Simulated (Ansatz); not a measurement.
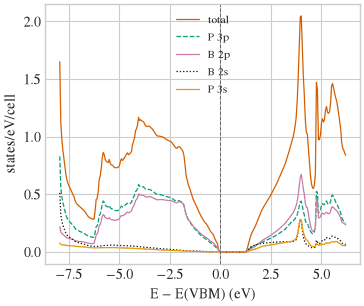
Total and projected density of states of BP (zinc blende, space group No. 216), PBE in the plane-wave PAW code Ansatz

Question: Which orbitals carry the states next to the gap?

Answer: Top 1 eV of the valence band: B 2p 52 %, P 3p 45 %. Bottom 1 eV of the conduction band: P 3p 24 %, B 2p 24 %, B 2s 23 %, P 3s 12 %, outside the projected shells 16 %. Projections are on Löwdin-orthogonalised atomic valence shells; empty p or d shells of many metals are not among them.

Space group F-43m (zinc blende). Symmetry was held in the PBE relaxation. The volume moved by 18 % from the start of the relaxation.

Potentials: the later of the program's two PAW sets.
